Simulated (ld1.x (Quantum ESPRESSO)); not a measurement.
# Pseudopotential generation for tungsten: TM, PBEsol

Task: generate the file, and judge it by its errors in other configurations, its logarithmic derivatives, its ghosts and its cutoff.

The numbers are computed with ld1.x (Quantum ESPRESSO) 7.5 (PBEsol, scalar-relativistic, spin-unpolarised reference atom).

### Step 1. The design

Typed settings, in words:

| Property | Result |
| --- | --- |
| element | tungsten (W, Z = 74) |
| type | norm-conserving Troullier–Martins (Kleinman–Bylander form) |
| frozen core | [Xe] 4f14 |
| valence charge | 6 |
| reference configuration | 5d5 6s1 6p0 |
| partial waves | 6s (bound): rc 2.50 bohr; 6p (bound, empty): rc 2.85 bohr; 5d (bound): rc 2.70 bohr |
| local potential | all-electron potential smoothed inside 2.00 bohr (lloc = -1) |
| core correction | Bessel-smoothed model core inside 1.90 bohr |

The nodes and maxima of the atom's own shells, from an earlier all-electron run, set the scale for the radii.

All-electron outer shells of the reference configuration (PBEsol, scalar-relativistic, ld1.x):

```
shell  level (eV)  outermost node (bohr)  outermost maximum (bohr)
   5p      -41.42                   0.57                      1.09
   4f      -31.27                      –                      0.43
   6s       -5.18                   1.28                      2.71
   5d       -3.34                   0.63                      1.52
   6p       -1.10                   1.55                      3.89
```

### Step 2. Generating the potential

File W.in:

```
 &input
   title='W', zed=74., rel=1, dft='PBESOL', iswitch=3,
   config='[Xe] 4f14 5d5 6s1 6p0',
   nld=3, rlderiv=3.10, eminld=-2.0, emaxld=5.0, deld=0.02
 /
 &inputp
   pseudotype=2, tm=.true., lloc=-1, rcloc=2.00,
   nlcc=.true., new_core_ps=.true., rcore=1.90,
   file_pseudopw='W.UPF', file_wfcaegen='ae.wfc', file_wfcncgen='nc.wfc', file_beta='beta', file_chi='chi'
 /
3
6S  1  0   1.00   0.00  2.50  2.50  0.0
6P  2  1   0.00   0.00  2.85  2.85  0.0
5D  3  2   5.00   0.00  2.70  2.70  0.0
 &test
   configts(1)='5d5 6s1 6p0'
 /
```

Command:

```sh
$ ld1.x < W.in > W.out
```

Output in W.out (without the banner and most projector matrices):

```text
     Program LD1 v.7.5
     --------------------------- All-electron run ----------------------------

     W
     scalar relativistic calculation

     atomic number is 74.00
     dft =PBESOL   lsd =0 sic =0 latt =0  beta=0.20 tr2=1.0E-14
     Exchange-correlation= PBESOL
                           (   1   4  10   8   0   0   0)
     mesh =1273 r(mesh) =  99.08072 a.u. xmin = -7.00 dx = 0.01250
     1 Ry =  13.60569312 eV, c = 137.03599908

     n l     nl                  e(Ry)          e(Ha)          e(eV)
     1 0     1S 1( 2.00)     -5106.0010     -2553.0005    -69470.6821
     2 0     2S 1( 2.00)      -881.1809      -440.5905    -11989.0772
     2 1     2P 1( 6.00)      -770.6461      -385.3231    -10485.1749
     3 0     3S 1( 2.00)      -202.8144      -101.4072     -2759.4301
     3 1     3P 1( 6.00)      -170.0880       -85.0440     -2314.1646
     4 0     4S 1( 2.00)       -41.7015       -20.8507      -567.3778
     4 1     4P 1( 6.00)       -30.9666       -15.4833      -421.3225
     3 2     3D 1(10.00)      -132.4474       -66.2237     -1802.0386
     5 0     5S 1( 2.00)        -5.6718        -2.8359       -77.1694
     5 1     5P 1( 6.00)        -3.0442        -1.5221       -41.4184
     4 2     4D 1(10.00)       -17.3672        -8.6836      -236.2928
     4 3     4F 1(14.00)        -2.2981        -1.1490       -31.2666
     5 2     5D 1( 5.00)        -0.2456        -0.1228        -3.3418
     6 0     6S 1( 1.00)        -0.3804        -0.1902        -5.1760
     6 1     6P 1( 0.00)        -0.0811        -0.0406        -1.1035

     final scf error:  9.3E-16 reached in  35 iterations

     Etot =  -32275.424251 Ry,  -16137.712126 Ha, -439129.517775 eV

     Ekin =   35566.813448 Ry,   17783.406724 Ha,  483911.149132 eV
     Encl =  -79828.131353 Ry,  -39914.065676 Ha,-1086117.057765 eV
     Eh   =   12621.955443 Ry,    6310.977722 Ha,  171730.452370 eV
     Exc  =    -636.061789 Ry,    -318.030895 Ha,   -8654.061511 eV

     normalization and overlap integrals

     s(1S/1S) =  1.000000  <r> =   0.0183  <r2> =    0.0005  r(max) =   0.0115
     s(2S/2S) =  1.000000  <r> =   0.0776  <r2> =    0.0071  r(max) =   0.0653
     s(2P/2P) =  1.000000  <r> =   0.0694  <r2> =    0.0059  r(max) =   0.0541
     s(3S/3S) =  1.000000  <r> =   0.2011  <r2> =    0.0462  r(max) =   0.1842
     s(3P/3P) =  1.000000  <r> =   0.2014  <r2> =    0.0470  r(max) =   0.1842
     s(4S/4S) =  1.000000  <r> =   0.4496  <r2> =    0.2282  r(max) =   0.4204
     s(4P/4P) =  1.000000  <r> =   0.4781  <r2> =    0.2600  r(max) =   0.4419
     s(3D/3D) =  1.000000  <r> =   0.1824  <r2> =    0.0390  r(max) =   0.1490
     s(5S/5S) =  1.000000  <r> =   1.0685  <r2> =    1.2838  r(max) =   0.9593
     s(5P/5P) =  1.000000  <r> =   1.2547  <r2> =    1.7890  r(max) =   1.0870
     s(4D/4D) =  1.000000  <r> =   0.5114  <r2> =    0.3032  r(max) =   0.4531
     s(4F/4F) =  1.000000  <r> =   0.6083  <r2> =    0.4658  r(max) =   0.4310
     s(5D/5D) =  1.000000  <r> =   2.1857  <r2> =    5.9629  r(max) =   1.5234
     s(6S/6S) =  1.000000  <r> =   3.2585  <r2> =   12.1689  r(max) =   2.7073
     s(6P/6P) =  1.000000  <r> =   5.1106  <r2> =   31.0143  r(max) =   3.8901

     ------------------------ End of All-electron run ------------------------

     --------------------- Generating NC pseudopotential ---------------------

      Generating local potential from pseudized AE potential:
      Matching radius rcloc =   2.0000

      Local pseudo, rcloc= 2.006 Estimated cut-off energy=     6.26 Ry

      Computing core charge for nlcc:

       r > 1.91 : true rho core
      Core charge pseudized with two Bessel functions
      Integrated core pseudo-charge :  10.51

      Wfc   6S  rcut= 2.512  Using Troullier-Martins method

      Wfc   6P  rcut= 2.846  Using Troullier-Martins method

      Wfc   5D  rcut= 2.707  Using Troullier-Martins method

     ------------------- End of pseudopotential generation -------------------

     [... the all-electron block is printed once more ...]


     Computing logarithmic derivative in   3.08701
     Computing logarithmic derivative in   3.08701
     Computing the partial wave expansion
     R is outside the sphere for l=    0 j= 0.00
     R is outside the sphere for l=    1 j= 0.00
     R is outside the sphere for l=    2 j= 0.00

     ---------------------- Testing the pseudopotential ----------------------

     W
     scalar relativistic calculation

     atomic number is 74.00   valence charge is  6.00
     dft =PBESOL   lsd =0 sic =0 latt =0  beta=0.20 tr2=1.0E-14
     mesh =1273 r(mesh) =  99.08072 xmin = -7.00 dx = 0.01250

     n l     nl             e AE (Ry)        e PS (Ry)    De AE-PS (Ry)
     3 2     5D   1( 5.00)       -0.24561       -0.24561        0.00000
     1 0     6S   1( 1.00)       -0.38043       -0.38043        0.00000
     2 1     6P   1( 0.00)       -0.08111       -0.08111       -0.00000

     eps = 1.3E-15  iter =  4

     Etot =  -32275.424251 Ry,  -16137.712126 Ha, -439129.517775 eV
     Etotps =   -29.172747 Ry,     -14.586373 Ha,    -396.915440 eV

     Ekin =      14.435166 Ry,       7.217583 Ha,     196.400439 eV
     Encl =     -37.185224 Ry,     -18.592612 Ha,    -505.930750 eV
     Ehrt =      13.918411 Ry,       6.959205 Ha,     189.369623 eV
     Ecxc =     -19.524640 Ry,      -9.762320 Ha,    -265.646259 eV
     (Ecc =     -14.226433 Ry,      -7.113217 Ha,    -193.560487 eV)
     Epseu=      -0.816459 Ry,      -0.408230 Ha,     -11.108492 eV

     ---------------------- End of pseudopotential test ----------------------
```

It took 2.1 s on 1 thread of Neoverse-V1, shared host. (Generation and the later configuration tests together.)

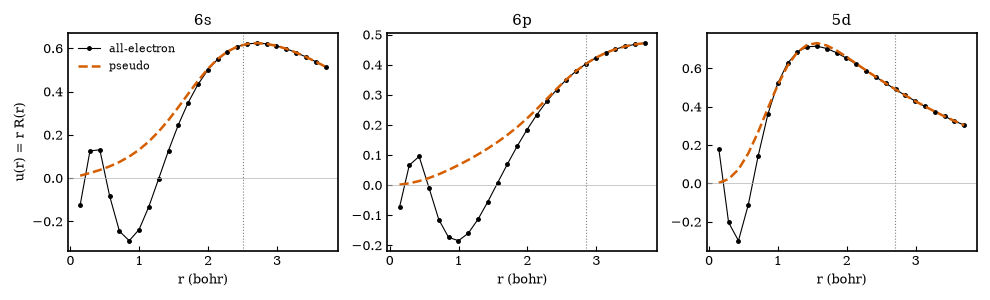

All-electron and pseudo partial waves (6s, 6p, 5d), with the matching radii dotted. The curves join 26 sampled radii, too few to resolve the innermost nodes.

### Step 3. Transferability test

File W.test.in:

```
 &input
   title='W', zed=74., rel=1, dft='PBESOL', iswitch=2,
   config='[Xe] 4f14 5d5 6s1 6p0'
 /
 &test
   file_pseudo='W.UPF', nconf=8,
   configts(1)='5d5 6s1 6p0',
   configts(2)='5d4 6s2 6p0',
   configts(3)='5d4 6s1 6p0',
   configts(4)='5d4 6s0 6p0',
   configts(5)='5d4 6s0 6p1',
   configts(6)='5d4 6s1 6p1',
   configts(7)='5d5 6s0 6p0',
   configts(8)='5d4 6s1.5 6p0'
 /
```

Command:

```sh
$ ld1.x < W.test.in > W.test.out
```

W.test.out, the pseudopotential blocks, each with the warnings that came before it:

```text
     ---------------------- Testing the pseudopotential ----------------------

     W
     scalar relativistic calculation

     atomic number is 74.00   valence charge is  6.00
     dft =PBESOL   lsd =0 sic =0 latt =0  beta=0.20 tr2=1.0E-14
     mesh =1273 r(mesh) =  99.08072 xmin = -7.00 dx = 0.01250

     n l     nl             e AE (Ry)        e PS (Ry)    De AE-PS (Ry)
     3 2     5D   1( 5.00)       -0.24561       -0.24561        0.00000
     1 0     6S   1( 1.00)       -0.38043       -0.38043        0.00000
     2 1     6P   1( 0.00)       -0.08111       -0.08111       -0.00000

     eps = 6.3E-15  iter =  5

     Etot =  -32275.424251 Ry,  -16137.712126 Ha, -439129.517775 eV
     Etotps =   -29.172746 Ry,     -14.586373 Ha,    -396.915435 eV

     Ekin =      14.435166 Ry,       7.217583 Ha,     196.400434 eV
     Encl =     -37.185223 Ry,     -18.592612 Ha,    -505.930739 eV
     Ehrt =      13.918410 Ry,       6.959205 Ha,     189.369617 eV
     Ecxc =     -19.524640 Ry,      -9.762320 Ha,    -265.646257 eV
     (Ecc =     -14.226433 Ry,      -7.113217 Ha,    -193.560487 eV)
     Epseu=      -0.816459 Ry,      -0.408230 Ha,     -11.108491 eV

     ---------------------- End of pseudopotential test ----------------------

     Warning: n=2, l=1 expected 0 nodes, found 1
     ---------------------- Testing the pseudopotential ----------------------

     W
     [...]
     n l     nl             e AE (Ry)        e PS (Ry)    De AE-PS (Ry)
     3 2     5D   1( 4.00)       -0.33160       -0.33627        0.00467
     1 0     6S   1( 2.00)       -0.42231       -0.42050       -0.00181
     2 1     6P   1( 0.00)       -0.09787       -0.09787        0.00000

     eps = 4.9E-16  iter =  9

     Etot =  -32275.537659 Ry,  -16137.768830 Ha, -439131.060774 eV
     Etotps =   -29.283532 Ry,     -14.641766 Ha,    -398.422751 eV
     dEtot_ae =      -0.113408 Ry
     dEtot_ps =      -0.110786 Ry,   Delta E=      -0.002623 Ry

     [...]
     ---------------------- End of pseudopotential test ----------------------

     ---------------------- Testing the pseudopotential ----------------------

     W
     [...]
     n l     nl             e AE (Ry)        e PS (Ry)    De AE-PS (Ry)
     3 2     5D   1( 4.00)       -0.86540       -0.87020        0.00479
     1 0     6S   1( 1.00)       -0.89848       -0.89813       -0.00035
     2 1     6P   1( 0.00)       -0.49824       -0.49824        0.00000

     eps = 1.1E-16  iter = 10

     Etot =  -32274.881712 Ry,  -16137.440856 Ha, -439122.136149 eV
     Etotps =   -28.628533 Ry,     -14.314267 Ha,    -389.511036 eV
     dEtot_ae =       0.542539 Ry
     dEtot_ps =       0.544213 Ry,   Delta E=      -0.001674 Ry

     [...]
     ---------------------- End of pseudopotential test ----------------------

     ---------------------- Testing the pseudopotential ----------------------

     W
     [...]
     n l     nl             e AE (Ry)        e PS (Ry)    De AE-PS (Ry)
     3 2     5D   1( 4.00)       -1.46302       -1.46979        0.00677  !
     1 0     6S   1( 0.00)       -1.41469       -1.41800        0.00331
     2 1     6P   1( 0.00)       -0.94600       -0.94600        0.00000

     eps = 2.0E-15  iter =  7

     Etot =  -32273.728137 Ry,  -16136.864069 Ha, -439106.440969 eV
     Etotps =   -27.473387 Ry,     -13.736693 Ha,    -373.794467 eV
     dEtot_ae =       1.696114 Ry
     dEtot_ps =       1.699360 Ry,   Delta E=      -0.003246 Ry

     [...]
     ---------------------- End of pseudopotential test ----------------------

     BEWARE! Errors in PS-KS equations
     Warning: n=1, l=0 expected 0 nodes, found 1
     Warning: n=3, l=2 expected 0 nodes, found 1
     ---------------------- Testing the pseudopotential ----------------------

     W
     [...]
     n l     nl             e AE (Ry)        e PS (Ry)    De AE-PS (Ry)
     3 2     5D   1( 4.00)       -0.95881       -1.46979        0.51098  !
     1 0     6S   1( 0.00)       -0.96567       -0.96567        0.00000
     2 1     6P   1( 1.00)       -0.55585       -0.55585        0.00000

     eps = 3.9E-15  iter = 21

     Etot =  -32274.476703 Ry,  -16137.238351 Ha, -439116.625725 eV
     Etotps =   -28.029238 Ry,     -14.014619 Ha,    -381.357217 eV
     dEtot_ae =       0.947548 Ry
     dEtot_ps =       1.143508 Ry,   Delta E=      -0.195960 Ry

     [...]
     ---------------------- End of pseudopotential test ----------------------

     BEWARE! Errors in PS-KS equations
     ---------------------- Testing the pseudopotential ----------------------

     W
     [...]
     n l     nl             e AE (Ry)        e PS (Ry)    De AE-PS (Ry)
     3 2     5D   1( 4.00)       -0.43573       -0.87020        0.43447  !
     1 0     6S   1( 1.00)       -0.49930       -0.89813        0.39883  !
     2 1     6P   1( 1.00)       -0.15561       -0.15561        0.00000

     eps = 2.5E-15  iter = 31

     Etot =  -32275.203576 Ry,  -16137.601788 Ha, -439126.515339 eV
     Etotps =   -28.784141 Ry,     -14.392070 Ha,    -391.628186 eV
     dEtot_ae =       0.220675 Ry
     dEtot_ps =       0.388606 Ry,   Delta E=      -0.167931 Ry

     [...]
     ---------------------- End of pseudopotential test ----------------------

     ---------------------- Testing the pseudopotential ----------------------

     W
     [...]
     n l     nl             e AE (Ry)        e PS (Ry)    De AE-PS (Ry)
     3 2     5D   1( 5.00)       -0.74759       -0.74676       -0.00082
     1 0     6S   1( 0.00)       -0.83106       -0.83302        0.00196
     2 1     6P   1( 0.00)       -0.45533       -0.48076        0.02543  !

     eps = 3.3E-16  iter =  7

     Etot =  -32274.822991 Ry,  -16137.411496 Ha, -439121.337220 eV
     Etotps =   -28.570358 Ry,     -14.285179 Ha,    -388.719529 eV
     dEtot_ae =       0.601260 Ry
     dEtot_ps =       0.602388 Ry,   Delta E=      -0.001128 Ry

     [...]
     ---------------------- End of pseudopotential test ----------------------

     ---------------------- Testing the pseudopotential ----------------------

     W
     [...]
     n l     nl             e AE (Ry)        e PS (Ry)    De AE-PS (Ry)
     3 2     5D   1( 4.00)       -0.58928       -0.59389        0.00462
     1 0     6S   1( 1.50)       -0.65408       -0.65285       -0.00123
     2 1     6P   1( 0.00)       -0.29006       -0.29006        0.00000

     eps = 3.4E-16  iter =  9

     Etot =  -32275.269254 Ry,  -16137.634627 Ha, -439127.408938 eV
     Etotps =   -29.015801 Ry,     -14.507900 Ha,    -394.780080 eV
     dEtot_ae =       0.154997 Ry
     dEtot_ps =       0.156946 Ry,   Delta E=      -0.001949 Ry

     [...]
     ---------------------- End of pseudopotential test ----------------------
```

2 tests gave no usable energy difference (5d4 6s0 6p1; 5d4 6s1 6p1).

Energies count from the reference configuration 5d5 6s1 6p0; the error is all-electron less pseudo. A star marks tests that logged a warning.

| valence configuration | charge | ΔE all-electron (eV) | error AE − PS (meV) |
| --- | --- | --- | --- |
| 5d4 6s2 6p0 * | 0 | -1.543 | -36 |
| 5d4 6s1 6p0 | +1 | 7.382 | -23 |
| 5d4 6s0 6p0 | +2 | 23.077 | -44 |
| 5d5 6s0 6p0 | +1 | 8.181 | -15 |
| 5d4 6s1.5 6p0 | +0.5 | 2.109 | -27 |

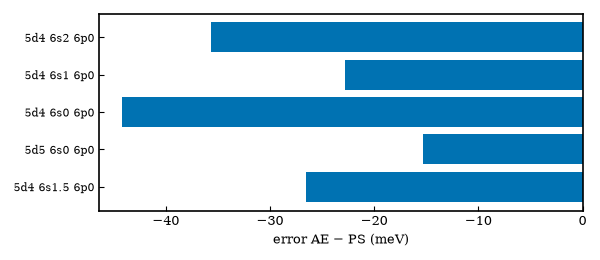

Error of the potential in each test configuration.

### Step 4. Logarithmic derivatives

Taken from the files of the generation run. The phase is arctan(r·u′/u) with u = r·R, unwrapped, with energies in Ry. A pole is an energy at which the radial function vanishes at the test radius. The pseudo phase is shifted by a multiple of π to meet the all-electron one at the reference energy. Levels narrower than the energy grid can be missing from the poles. The last column is the largest difference on the grid between −1 and +1 Ry.

| channel | radius (bohr) | reference (Ry) | poles AE | poles PS | window around the reference with phases within 0.05 rad (Ry) | largest difference near zero (rad) |
| --- | --- | --- | --- | --- | --- | --- |
| s | 3.09 | -0.38 | 0.98 | 0.95 | below 2.3 | 0.005 |
| p | 3.09 | -0.08 | 2.23 | 0.03, 2.41 | below 0.0 | 3.076 |
| d | 3.09 | -0.25 | 0.08, 4.46 | 0.09, 4.58 | below 1.7 | 0.004 |

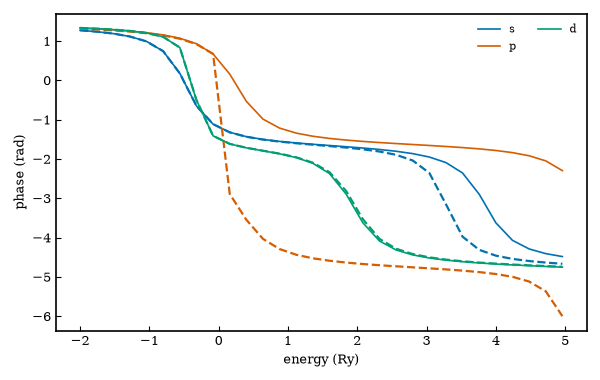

Phases by channel: all-electron solid, pseudo dashed.

### Step 5. Plane-wave convergence, by spherical Bessel functions

This step uses the generator's waves and projectors in a separate script. Basis: spherical Bessel functions vanishing at 20 bohr, q² up to the cutoff; potential fixed at the reference.

All-electron valence levels (Ry): 6s -0.3804, 6p -0.0811, 5d -0.2456. The lowest levels of each channel (Ry) by cutoff; the last column sums, over occupied levels, occupation times the distance from the level at 400 Ry. A positive value at high cutoff is not a bound level.

| cutoff (Ry) | s #1 | s #2 | p #1 | d #1 | f #1 | Σ f·Δε (mRy) |
| --- | --- | --- | --- | --- | --- | --- |
| 8 | -1.4599 | -0.3753 | -0.0808 | -0.0394 | 0.1075 | 1036.1 |
| 10 | -2.0417 | -0.3773 | -0.0808 | -0.0973 | 0.1075 | 744.7 |
| 15 | -2.7017 | -0.3799 | -0.0810 | -0.1968 | 0.1075 | 244.4 |
| 18 | -2.8793 | -0.3803 | -0.0810 | -0.2322 | 0.1075 | 67.2 |
| 21 | -2.9236 | -0.3803 | -0.0810 | -0.2413 | 0.1075 | 21.8 |
| 25 | -2.9417 | -0.3803 | -0.0811 | -0.2445 | 0.1075 | 5.4 |
| 30 | -2.9501 | -0.3804 | -0.0811 | -0.2455 | 0.1075 | 0.5 |
| 35 | -2.9522 | -0.3804 | -0.0811 | -0.2456 | 0.1075 | 0.2 |
| 40 | -2.9529 | -0.3804 | -0.0811 | -0.2456 | 0.1075 | 0.2 |
| 400 | -2.9533 | -0.3804 | -0.0811 | -0.2456 | 0.1075 | 0.0 |

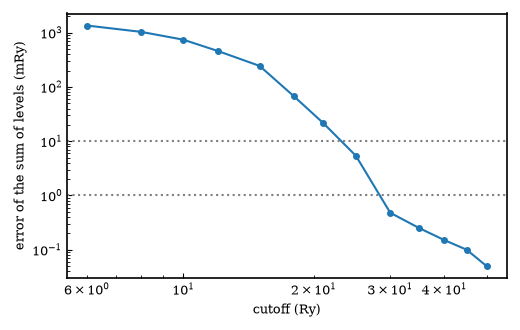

Occupation-weighted error of the valence levels against the cutoff; the dotted lines mark 10 and 1 mRy.

The sum stays within 10 mRy from 25 Ry and within 1 mRy from 30 Ry. The sum leaves out empty levels, which can need more. Ghost test: ghost state, bound below the all-electron valence or empty levels of the same l: s at -40.2 eV.

### Step 6. Summary of results

| quantity | value |
| --- | --- |
| cutoffs for 10 and 1 mRy, occupied levels | 25 Ry and 30 Ry |
| bound ghosts | s at -40.18 eV |
| largest test error (AE − PS) | -44 meV, for 5d4 6s0 6p0 (2 tests unsolved) |
| largest phase difference near zero energy, channels read | 3.076 rad |

In words: A bound ghost (s) makes it unfit for use: electrons can fall into a state that the atom doesn't have. By total energies transferability is fair where solved: the largest error is 44 meV on 23.1 eV, for 5d4 6s0 6p0. Of the tests 2 gave no usable energy difference, which is a warning in itself. By its cutoff, 25 Ry for the looser tolerance, it is soft on the atom at that tolerance. The slowest occupied level is 5d: taken alone it needs 30 Ry to come within 1 mRy, against 15 Ry for 6s. Near zero energy the largest phase difference among the channels read is 3.08 rad, in the p channel. A step near π is an extra or missing state, not a misfit of shape. The pseudo curves have a pole with no partner nearby in the atom's: p at 0.03 Ry. At positive energy that is a spurious or a displaced resonance.
